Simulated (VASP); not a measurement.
Band structure of GeSe2 (space group I-42d). Computed with LDA (Ceperley-Alder, Perdew-Zunger), VASP's LDA PAW potentials (set 64) (plane waves; VASP).

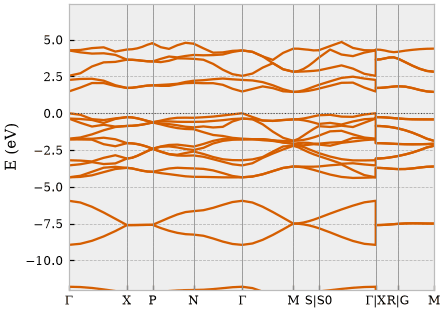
Figure. Bands along high-symmetry lines, zero at the valence-band maximum or, without a gap, the Fermi level

Question: Read the plot: is there a gap, and where are the band edges?

Answer: The gap is indirect, 1.45 eV, from the valence maximum at Γ to the conduction minimum at M.

The structure comes from a computed database's GeSe2 entry (I-42d); how it stands against other phases isn't given here. The cell was not relaxed at this level. The k-mesh is coarse (spacing up to 0.49 per Å, 2π included), so the numbers may not be converged in it.
